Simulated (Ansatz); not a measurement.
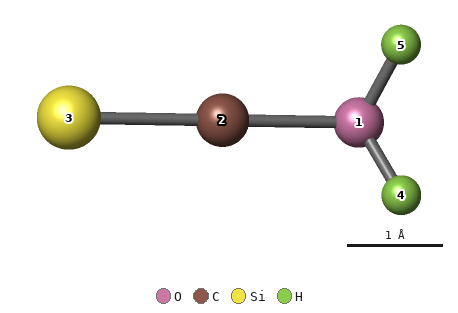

Fig. 1: The input geometry (ball-and-stick view, seen on its broad side; atoms are numbered from 1 in the order of the input). Bond lengths as drawn: C–O 1.48 Å, C–Si 1.66 Å and H–O 0.99 Å.

Geometry relaxation, with input and output: CH2OSi

CH2OSi, computed with RKS PBE0-D4/def2-TZVP (Ansatz 0.2.0).

Figures and captions count atoms from 1; the log counts them from 0 in places.

**What the program printed**
```
Functional definition: PBE0
  name "PBE0"
  cite "Adamo & Barone, J. Chem. Phys. 110, 6158 (1999) doi:10.1063/1.478522"
  cite "Perdew, Burke & Ernzerhof, Phys. Rev. Lett. 77, 3865 (1996) doi:10.1103/PhysRevLett.77.3865"
  parent pbe
  parameter a = 0.25
  parameter kappa = 0.804
  parameter beta = 0.06672455060314922
  exchange = (1 - a)*pbe_x(kappa = kappa, mu = beta*pi^2/3) + a*exact_x
  correlation = pbe_c(beta = beta)
687 factors; their error is unknown
mean field evaluation 1: about -10975.2166 eV, gradient 5.7e1 eV
mean field evaluation 2: about -10940.3706 eV, gradient 1.1e2 eV
mean field evaluation 4: about -10982.8758 eV, gradient 6.0e0 eV
mean field evaluation 8: about -10982.9726 eV, gradient 4.0e-2 eV
mean field evaluation 16: about -10983.0103 eV, gradient 2.7e-5 eV
mean field -10983.01027679 eV, -403.6181831205 hartree, gradient 2.7e-5 eV, S^2 0.000000; 0 other end points of the search recorded, 0 dependent functions left out
the calculation of the forces begins
reference -10983.01029987 eV, -403.6181839686 hartree; 15, 15 occupied and 96, 96 virtual orbitals, 687 factors
relax step   1: F+E_penalty+E_count = -10983.07504075 eV  Δ(F+E_penalty+E_count) = +0.000e0 eV  max|allowed force component| = 1.120e0 eV/Å  Δτ_max = 0.0000 Å  (29 SCF iters, accepted)
these checks for a lower state are left out or cut short: starts, cluster_reference, orbital_swaps, neighbouring_geometries, increment
687 factors; their error is unknown
mean field -10983.03884004 eV, -403.6192328003 hartree, gradient 1.0e-5 eV, S^2 0.000000; 0 other end points of the search recorded, 0 dependent functions left out
the calculation of the forces begins
reference -10983.03886290 eV, -403.6192336403 hartree; 15, 15 occupied and 96, 96 virtual orbitals, 687 factors
relax step   2: F+E_penalty+E_count = -10983.10388990 eV  Δ(F+E_penalty+E_count) = -2.885e-2 eV  max|allowed force component| = 5.318e-1 eV/Å  Δτ_max = 0.0225 Å  (33 SCF iters, accepted)
these checks for a lower state are left out or cut short: starts, cluster_reference, orbital_swaps, neighbouring_geometries, increment
687 factors; their error is unknown
mean field -10983.04574759 eV, -403.6194866482 hartree, gradient 9.8e-6 eV, S^2 0.000000; 0 other end points of the search recorded, 0 dependent functions left out
the calculation of the forces begins
reference -10983.04577038 eV, -403.6194874856 hartree; 15, 15 occupied and 96, 96 virtual orbitals, 687 factors
relax step   3: F+E_penalty+E_count = -10983.11106364 eV  Δ(F+E_penalty+E_count) = -7.174e-3 eV  max|allowed force component| = 9.256e-2 eV/Å  Δτ_max = 0.0203 Å  (32 SCF iters, accepted)
these checks for a lower state are left out or cut short: starts, cluster_reference, orbital_swaps, neighbouring_geometries, increment
687 factors; their error is unknown
mean field evaluation 32: about -10983.0085 eV, gradient 3.8e-1 eV
mean field -10983.04593923 eV, -403.6194936908 hartree, gradient 8.6e-6 eV, S^2 0.000000; 0 other end points of the search recorded, 0 dependent functions left out
the calculation of the forces begins
reference -10983.04596204 eV, -403.6194945292 hartree; 15, 15 occupied and 96, 96 virtual orbitals, 687 factors
relax step   4: F+E_penalty+E_count = -10983.11125279 eV  Δ(F+E_penalty+E_count) = -1.892e-4 eV  max|allowed force component| = 2.428e-2 eV/Å  Δτ_max = 0.0018 Å  (35 SCF iters, accepted)
these checks for a lower state are left out or cut short: starts, cluster_reference, orbital_swaps, neighbouring_geometries, increment
687 factors; their error is unknown
mean field -10983.04603706 eV, -403.6194972859 hartree, gradient 8.3e-6 eV, S^2 0.000000; 0 other end points of the search recorded, 0 dependent functions left out
the calculation of the forces begins
reference -10983.04605990 eV, -403.6194981254 hartree; 15, 15 occupied and 96, 96 virtual orbitals, 687 factors
relax step   5: F+E_penalty+E_count = -10983.11134288 eV  Δ(F+E_penalty+E_count) = -9.008e-5 eV  max|allowed force component| = 8.760e-3 eV/Å  Δτ_max = 0.0029 Å  (35 SCF iters, accepted)
these checks for a lower state are left out or cut short: starts, cluster_reference, orbital_swaps, neighbouring_geometries, increment
687 factors; their error is unknown
mean field -10983.04604729 eV, -403.6194976620 hartree, gradient 8.2e-6 eV, S^2 0.000000; 0 other end points of the search recorded, 0 dependent functions left out
the calculation of the forces begins
reference -10983.04607014 eV, -403.6194985017 hartree; 15, 15 occupied and 96, 96 virtual orbitals, 687 factors
relax step   6: F+E_penalty+E_count = -10983.11135492 eV  Δ(F+E_penalty+E_count) = -1.204e-5 eV  max|allowed force component| = 1.555e-3 eV/Å  Δτ_max = 0.0023 Å  (35 SCF iters, accepted)
687 factors; their error is unknown
mean field evaluation 64: about -10983.0032 eV, gradient 1.4e0 eV
```

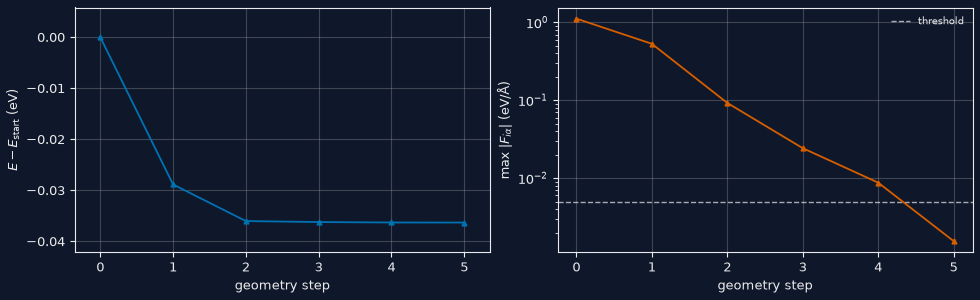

Fig. 2: Progress of the relaxation, step by step (the first geometry is step 0 here and step 1 in the log).

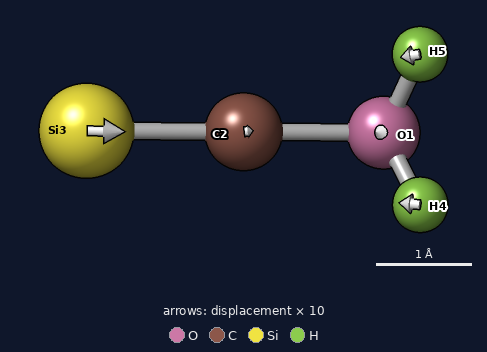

Fig. 3: The starting structure with the displacements as white arrows, magnified 10 times (ball-and-stick view, seen on its broad side). The two geometries are laid on each other by the best rigid fit. The energy falls by 0.036 eV in 5 geometry steps. The largest force component goes from 1.1 to 0.0016 eV/Å. The largest move after the best rigid fit is that of Si3, 0.042 Å. Largest moves by element: Si 0.042 Å, H 0.024 Å, O 0.014 Å, C 0.011 Å. Among the contacts that change: C2–Si3 1.658 → 1.627 Å, O1–C2 1.482 → 1.461 Å, O1–H4 0.987 → 0.971 Å. (Atoms are counted from 1 in the order of the input.)

```
mean field -10983.04604729 eV, -403.6194976620 hartree, gradient 8.2e-6 eV, S^2 0.000000; 1 other end points of the search recorded, 0 dependent functions left out
the calculation of the forces begins
reference -10983.04607014 eV, -403.6194985017 hartree; 15, 15 occupied and 96, 96 virtual orbitals, 687 factors
Total energy: -10983.11137777 eV, -403.6218985126 hartree
Atom 0 at    -0.438258    -0.988447     0.372018 Å, force    -0.000603    -0.001555     0.000300 eV/Å
Atom 1 at     0.009664     0.380630     0.126620 Å, force    -0.000259     0.000789     0.000023 eV/Å
Atom 2 at     0.539864     1.893999    -0.148250 Å, force     0.000216     0.000149    -0.000122 eV/Å
Atom 3 at    -1.057871    -1.261436    -0.324599 Å, force     0.000262     0.000268    -0.000682 eV/Å
Atom 4 at    -0.884861    -1.038760     1.233256 Å, force     0.000384     0.000348     0.000481 eV/Å
Dipole moment:    -0.745633    -1.152927     0.247577 e Å
```

**Trajectory as extended XYZ (Å, eV, eV/Å), 6 frames, from step=1 to step=6**
```
5
Properties=species:S:1:pos:R:3:forces:R:3 step=1 energy=-10983.07504
O    -0.4311   -1.0007    0.3727   -0.7534   0.0163   0.0845
C     0.0144    0.3903    0.1235    0.2307   0.7275  -0.1274
Si    0.5571    1.9320   -0.1545   -0.3951  -1.1197   0.2013
H    -1.0729   -1.2805   -0.3230    0.5121   0.2583   0.4012
H    -0.8988   -1.0552    1.2402    0.4057   0.1177  -0.5596
5
Properties=species:S:1:pos:R:3:forces:R:3 step=2 energy=-10983.10389
O    -0.4324   -0.9974    0.3725   -0.2821   0.0738   0.0213
C     0.0108    0.3858    0.1246    0.1097   0.3157  -0.0555
Si    0.5479    1.9118   -0.1507   -0.1901  -0.5318   0.0955
H    -1.0653   -1.2688   -0.3197    0.1947   0.0891   0.0893
H    -0.8925   -1.0454    1.2323    0.1678   0.0532  -0.1505
5
Properties=species:S:1:pos:R:3:forces:R:3 step=3 energy=-10983.11106
O    -0.4344   -0.9921    0.3720   -0.0335   0.0450  -0.0033
C     0.0077    0.3819    0.1257   -0.0155  -0.0926   0.0163
Si    0.5401    1.8933   -0.1474    0.0156   0.0562  -0.0105
H    -1.0588   -1.2602   -0.3222    0.0143  -0.0072  -0.0231
H    -0.8860   -1.0370    1.2309    0.0190  -0.0015   0.0206
5
Properties=species:S:1:pos:R:3:forces:R:3 step=4 energy=-10983.11125
O    -0.4357   -0.9908    0.3720   -0.0243   0.0228  -0.0012
C     0.0073    0.3811    0.1260    0.0069  -0.0224   0.0038
Si    0.5404    1.8935   -0.1475    0.0007   0.0123  -0.0026
H    -1.0582   -1.2606   -0.3233    0.0071  -0.0078  -0.0117
H    -0.8853   -1.0372    1.2319    0.0096  -0.0048   0.0116
5
Properties=species:S:1:pos:R:3:forces:R:3 step=5 energy=-10983.11134
O    -0.4379   -0.9889    0.3720   -0.0045   0.0073  -0.0011
C     0.0075    0.3812    0.1261    0.0088   0.0037  -0.0003
Si    0.5410    1.8938   -0.1478   -0.0042  -0.0051   0.0006
H    -1.0576   -1.2618   -0.3246    0.0004  -0.0023   0.0044
H    -0.8844   -1.0384    1.2334   -0.0005  -0.0036  -0.0036
5
Properties=species:S:1:pos:R:3:forces:R:3 step=6 energy=-10983.11135
O    -0.4383   -0.9884    0.3720   -0.0006  -0.0016   0.0003
C     0.0097    0.3806    0.1266   -0.0003   0.0008   0.0000
Si    0.5399    1.8940   -0.1482    0.0002   0.0001  -0.0001
H    -1.0579   -1.2614   -0.3246    0.0003   0.0003  -0.0007
H    -0.8849   -1.0388    1.2333    0.0004   0.0003   0.0005
```

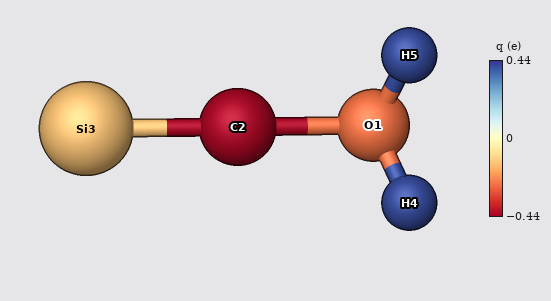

Fig. 4: Mulliken charges, as the colour of each atom (ball-and-stick view, seen on its broad side; atoms are numbered from 1 in the order of the input). By element: O −0.25, C −0.42, Si −0.13 and H +0.41 e.

This output came from the following input.

**The input**
```yaml
crystal:
  periodic: [false, false, false]
  atoms:
    - {symbol: O, position_ang: [-0.431129, -1.000669, 0.372738]}
    - {symbol: C, position_ang: [0.014361, 0.390323, 0.123487]}
    - {symbol: Si, position_ang: [0.557057, 1.932042, -0.154459]}
    - {symbol: H, position_ang: [-1.072936, -1.280545, -0.322963]}
    - {symbol: H, position_ang: [-0.898815, -1.055166, 1.240242]}
basis:
  gaussian: {orbitals: def2-TZVP}
hamiltonian: {xc: pbe0, dispersion: d4}
relax: {f_tol: 0.005, max_steps: 200}
```

Run as:
```bash
ansatz run in.yaml --threads 2 --pin off --events-out ev --progress --plain --max-ram 4352MiB
```

**Results in brief**

```json
{"quantity": "outcome", "value": "converged"}
{"quantity": "total energy", "value": "−10983.1114 eV"}
{"quantity": "mean-field energy", "value": "−10983.0461 eV"}
{"quantity": "dispersion energy", "value": "−0.0653 eV"}
{"quantity": "SCF solution under orbital rotations", "value": "stable"}
{"quantity": "largest force (length of the vector) at the end", "value": "0.002 eV/Å"}
{"quantity": "dipole moment", "value": "6.70 D"}
{"quantity": "hardware", "value": "2 threads of AMD EPYC, 23 GiB of memory available, shared host"}
{"quantity": "wall time", "value": "8 s (CPU time 14 s)"}
{"quantity": "peak memory", "value": "0.18 GiB"}
```
